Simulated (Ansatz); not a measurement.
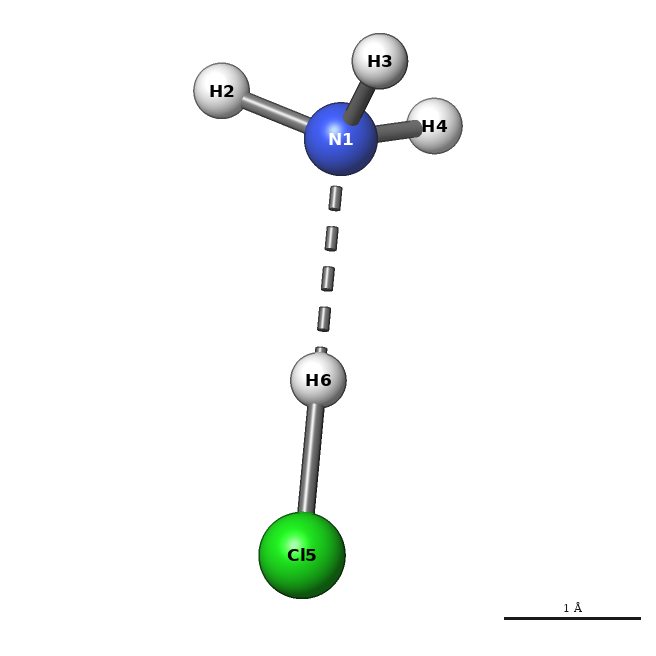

Two molecules or ions; the broken line marks their closest contact (measured against van der Waals radii). Geometry: a pair of rigid molecules at a changed separation. Program: Ansatz 0.2.0.

Q: Which two species are they?

A: NH3 and HCl (`Cl.N`).

Q: How long is the contact?

A: N1···H6 is 1.86 Å.

Give the counterpoise-corrected interaction energy (kcal/mol, monomers kept as in the pair) with RHF-CCSD(T) (frozen core)/def2-TZVPPD.

```csv
level,interaction energy (kcal/mol)
RHF-CCSD(T) (frozen core)/def2-TZVPPD,−8.8
```
